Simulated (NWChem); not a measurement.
**triplet GeF2: levels of theory compared**

Wanted: a comparison of 6 runs (UHF/def2-TZVPP, UBLYP/def2-TZVPP, USVWN5/def2-TZVPP, U-revPBE/def2-TZVPP, UPBE/def2-TZVPP, UMP2/def2-TZVPP) of triplet GeF2. 

The calculation is run with NWChem 7.3.0.

## Step 1: The molecule

The species is GeF2 (3 atoms), meant as a triplet with charge 0. SMILES of the parent species: `[F][Ge][F]`. The coordinates come from a PBE0-D4/def2-TZVP relaxation. That shape belongs to the parent species and isn't relaxed for this state.

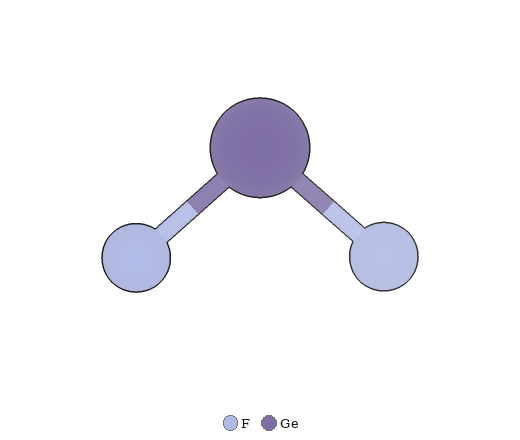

Viewed from a chosen angle; fluorine light blue, germanium purple.

## Step 2: A single-point energy at UHF/def2-TZVPP (run 1)

run.py

```python
from ase import Atoms
from ase.calculators.nwchem import NWChem

system = Atoms(['F', 'Ge', 'F'], positions=[
    [-0.675900, -1.101800, -0.497500],
    [0.637500, -0.295200, 0.320200],
    [0.027600, 1.332100, 0.164100],
])

calc = NWChem(
    label='mymol',
    theory='scf',
    memory='2200 mb',
    basis='def2-TZVPP',
    basispar='spherical bse',
    scf={'nopen': '2', 'uhf': None, 'thresh': '1e-08', 'maxiter': '80', 'print': 'low'},
    task='energy',
)
system.calc = calc

print(f"energy = {system.get_potential_energy():.6f} eV")
```

The run is started by

```console
$ export ASE_NWCHEM_COMMAND="nwchem PREFIX.nwi > PREFIX.nwo"
$ python run.py
```

Standard output:

```text
energy = -61887.166874 eV
```

The calculator wrote mymol.nwi:

```
title "mymol"

permanent_dir mymol

scratch_dir mymol

start mymol

geometry units angstrom nocenter noautosym noautoz
  F  -6.7589999999999995e-01 -1.1017999999999999e+00 -4.9750000000000000e-01
  Ge 6.3749999999999996e-01 -2.9520000000000002e-01 3.2019999999999998e-01
  F  2.7600000000000000e-02 1.3321000000000001e+00 1.6410000000000000e-01
end

memory 2200 mb

basis spherical bse noprint
   * library def2-TZVPP
end

scf
  nopen 2
  uhf
  thresh 1e-08
  maxiter 80
  print low
end

task scf energy
```

mymol.nwo:

```text
Northwest Computational Chemistry Package (NWChem) 7.3.0
             --------------------------------------------------------

           Job information
           ---------------

    nwchem branch   = 7.3.0
    use scalapack   = T
    input           = mymol.nwi
    prefix          = mymol.
    data base       = mymol/mymol.db
    status          = startup
    nproc           =        1

           Memory information
           ------------------

[... 5 lines left out ...]
    hardfail = no
[... 35 lines left out ...]
            Nuclear Dipole moment (a.u.)
[... 51 lines left out ...]
 Forming initial guess at       0.1s

 Starting SCF solution at       1.1s

       Final UHF  results
       ------------------

         Total SCF energy =  -2274.311452527293
      One electron energy =  -3554.216388548108
      Two electron energy =   1088.842204578231
 Nuclear repulsion energy =    191.062731442584

                       Sz =      1.0000
                 Sz(Sz+1) =      2.0000
                      S^2 =      2.0061

        Time for solution =     43.0s

 Task  times  cpu:       44.0s     wall:       44.0s
 Total times  cpu:       44.0s     wall:       44.0s
```

Wall time 45 s (1 thread of Intel Xeon Platinum 8488C (Sapphire Rapids), shared host); peak memory 0.1 GiB.

## Step 3: The energy at UBLYP/def2-TZVPP (run 2)

f2ge.nw

```
start f2ge
memory stack 880 mb heap 220 mb global 1100 mb

geometry units au noautosym nocenter noautoz
F   -1.27726589  -2.08210024  -0.94013875
Ge   1.20470040  -0.55784715   0.60509031
F    0.05215644   2.51730417   0.31010406
end

basis spherical bse
F library def2-TZVPP
Ge library def2-TZVPP
end

dft
xc becke88 lyp
mult 3
grid fine
convergence energy 1e-08
maxiter 100
mulliken
print low
end

task dft energy
```

The run is started by

```console
$ nwchem f2ge.nw > f2ge.out
```

Standard output:

```text
[...]
 d= 0,ls=0.0,diis     1  -2276.6353863523 -2.47D+03  8.83D-03  4.07D-01     3.7
[...]
 d= 0,ls=0.0,diis    10  -2276.7801999877  9.27D-09  7.80D-07  5.91D-08    27.3
[...]
         Total DFT energy =    -2276.780199987730
      One electron energy =    -3552.948964495034
           Coulomb energy =     1185.117833319307
    Exchange-Corr. energy =     -100.011786568750
 Nuclear repulsion energy =      191.062717756746
[...]
      Total Density - Mulliken Population Analysis
     ---------------------------------------------
    Atom       Charge   Shell Charges
 -----------   ------   -------------------------------------------------------
    1 F    9     9.27   0.77  1.19  0.63  0.97  0.36  2.28  2.03  1.03  0.00  0.01  0.00
    2 Ge  32    31.46   2.00  2.00  1.17  0.79  0.96  0.47  5.98  4.44  1.55  1.11  0.68  8.84  1.10  0.16  0.13  0.07
    3 F    9     9.27   0.77  1.19  0.63  0.97  0.36  2.28  2.03  1.03  0.00  0.01  0.00
[...]
      <S2> =      2.0016 (Exact =     2.0000)
[...]
```

Run time: 28 s. Hardware: 1 thread of Intel Xeon Platinum 8488C (Sapphire Rapids), shared host; peak memory 0.12 GiB.

Runs 3 to 5 aren't shown in full; the table further down has their settings and results.

## Step 4: The energy at UMP2/def2-TZVPP (run 6)

run.py

```python
from ase import Atoms
from ase.calculators.nwchem import NWChem

system = Atoms('FGeF', positions=[
    [-0.675900, -1.101800, -0.497500],
    [0.637500, -0.295200, 0.320200],
    [0.027600, 1.332100, 0.164100],
])

calc = NWChem(
    label='geom',
    theory='mp2',
    memory='2200 mb',
    basis='def2-TZVPP',
    basispar='spherical bse',
    scf={'nopen': '2', 'uhf': None, 'thresh': '1e-08', 'maxiter': '80'},
    mp2={'freeze': 'core 11', 'tight': None},
    task='energy',
)
system.calc = calc

print("Total energy (eV):", round(system.get_potential_energy(), 6))
```

The run is started by

```console
$ export ASE_NWCHEM_COMMAND="nwchem PREFIX.nwi > PREFIX.nwo"
$ python run.py
```

Standard output:

```text
Total energy (eV): -61906.234856
```

The calculator wrote geom.nwi:

```
title "geom"

permanent_dir geom

scratch_dir geom

start geom

geometry units angstrom nocenter noautosym noautoz
  F  -6.7589999999999995e-01 -1.1017999999999999e+00 -4.9750000000000000e-01
  Ge 6.3749999999999996e-01 -2.9520000000000002e-01 3.2019999999999998e-01
  F  2.7600000000000000e-02 1.3321000000000001e+00 1.6410000000000000e-01
end

memory 2200 mb

basis spherical bse noprint
   * library def2-TZVPP
end

scf
  nopen 2
  uhf
  thresh 1e-08
  maxiter 80
end
mp2
  freeze core 11
  tight
end

task mp2 energy
```

geom.nwo:

```text
Northwest Computational Chemistry Package (NWChem) 7.3.0
             --------------------------------------------------------

           Job information
           ---------------

    nwchem branch   = 7.3.0
    use scalapack   = T
    input           = geom.nwi
    prefix          = geom.
    data base       = geom/geom.db
    status          = startup
    nproc           =        1

           Memory information
           ------------------

[... 5 lines left out ...]
    hardfail = no
[... 105 lines left out ...]
 1-e energy   =   -3554.829673
[... 9 lines left out ...]
 Convergence threshold     :          1.000E-08
[... 16 lines left out ...]
      One electron energy =  -3554.216388548108
[... 9 lines left out ...]
          Final alpha eigenvalues
[... 269 lines left out ...]
                     UHF Final Beta Molecular Orbital Analysis
[... 304 lines left out ...]
          ---------------------------------------------------
                    Spin Component Scaled (SCS) MP2
          Same spin pairs                     -0.201939496485
          Same spin scaling factor             0.333333333333
          Opposite spin pairs                 -0.498795909440
          Opposite spin scaling fact.          1.200000000000
          SCS-MP2 correlation energy          -0.665868256823
          Total SCS-MP2 energy             -2274.977320784116
          ---------------------------------------------------

 -----------------------
 Task  times  cpu:       55.0s     wall:       55.0s
 Total times  cpu:       55.0s     wall:       55.0s
```

It took 56 s on 1 thread of Intel Xeon Platinum 8488C (Sapphire Rapids), shared host; peak memory 0.39 GiB.

## Step 5: All runs side by side

```tsv
run	level	iteration cap	module	energy (Eh)	⟨S²⟩	wall time
1	UHF/def2-TZVPP	80	scf	-2274.311453	2.006	45 s
2	UBLYP/def2-TZVPP	100	dft	-2276.780200	2.002	28 s
3	USVWN5/def2-TZVPP	100	dft	-2272.320981	2.001	29 s
4	U-revPBE/def2-TZVPP	100	dft	-2276.503933	2.002	28 s
5	UPBE/def2-TZVPP	100	dft	-2276.230597	2.002	29 s
6	UMP2/def2-TZVPP	80	mp2	-2275.012188	2.006	56 s
```

## Step 6: Outcome

```
                                                         quantity           value
                                              run 6: total energy  -2275.01219 Eh
run 6: HOMO energy (Hartree–Fock orbitals) (highest over α and β)        -8.71 eV
 run 6: LUMO energy (Hartree–Fock orbitals) (lowest over α and β)        -1.92 eV
              run 6: correlation energy (11 core orbitals frozen)      -700.7 mEh
                         run 6: ⟨S²⟩ of the reference determinant           2.006
```

**Reading.** Totals of different functionals can't be ranked against each other. All runs together took 3.6 min, the longest 56 s.
